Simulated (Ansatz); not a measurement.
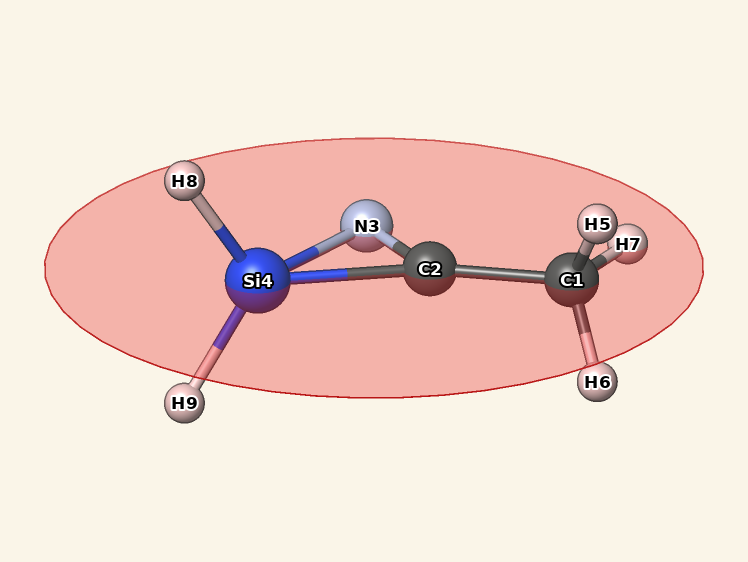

A disc through the centre of mass is drawn in. Atoms fade into the background with distance from the viewer. The geometry was computed by an optimisation with PBE0-D4/def2-TZVP.

Q: Is the plane of the disc a mirror plane of the structure?

A: Yes. The reflection leaves C1, C2, N3, Si4, H7 in place and moves H5 ↔ H6; H8 ↔ H9. The point group is Cs.
